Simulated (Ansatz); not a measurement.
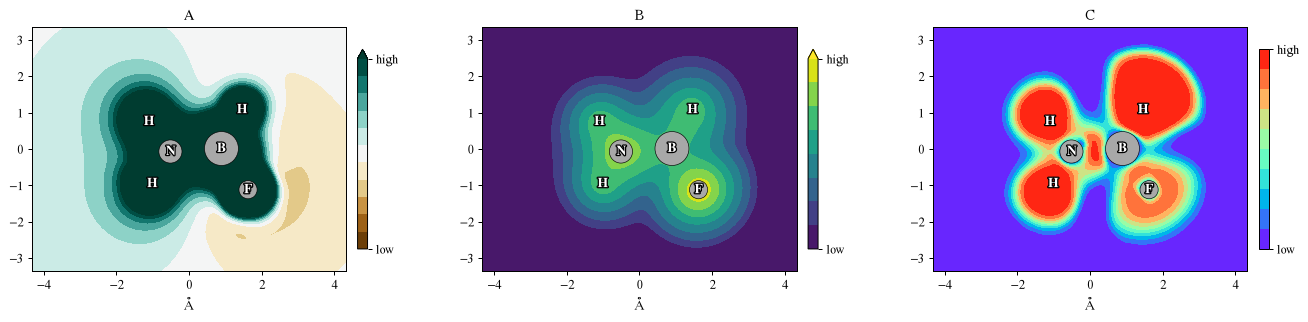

BFH₃N···SiH₄: 3 fields on the plane of atoms B1, N3 and H5, with unlabelled colour scales. Grey discs cover the atomic cores.

Computed with RKS PBE-D4/6-31G* (Ansatz 0.2.0).

Question: The panels show electron density, electron localisation function and electrostatic potential in some order. Assign them.

Answer: Panel A: electrostatic potential (strongly positive close to the atoms, with negative regions outside electron-rich atoms). Panel B: electron density. Panel C: electron localisation function. From the grid: B–F (1.35 Å): ρ is about 2 e/Å³ halfway; the ELF peaks at about 0.85 between the atoms; a polar covalent bond. B–N (1.41 Å): the density is about 1.9 e/Å³ at the midpoint; the ELF peaks at about 0.90 between the atoms; a short, strongly polar bond.
